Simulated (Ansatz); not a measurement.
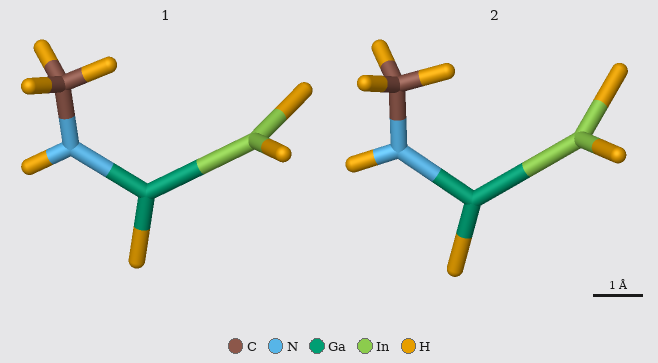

Two geometries of CH₇GaInN, drawn at one scale. One is the start of a relaxation, the other its converged end. Style: stick. Shown at a tilt.

Computed with RKS PBE0-D4/def2-TZVP (Ansatz). (force threshold 0.005 eV/Å; at most 150 steps)

> Which of the two is the end point?

Structure 1 is the relaxed one. The start comes from GFN2-xTB. The energy falls by 3.31 kcal/mol in 17 geometry steps. The largest force component goes from 0.65 to 0.0021 eV/Å. An H atom moves most after the best rigid fit: 0.53 Å. By element the largest moves are H 0.53 Å, Ga 0.16 Å, C 0.13 Å, In 0.08 Å, N 0.07 Å. Near-neighbour distances that change, for instance: Ga–In 2.695 → 2.613 Å, Ga–H 1.636 → 1.575 Å, H–In 1.794 → 1.736 Å, Ga–N 1.852 → 1.824 Å. Bond angles that change, for instance: In–Ga–H 138.6° → 129.3°, N–Ga–In 111.7° → 117.7°, Ga–N–H 124.1° → 118.5°. Cost: 87 s on 4 threads of Arm Neoverse V1 (shared host).
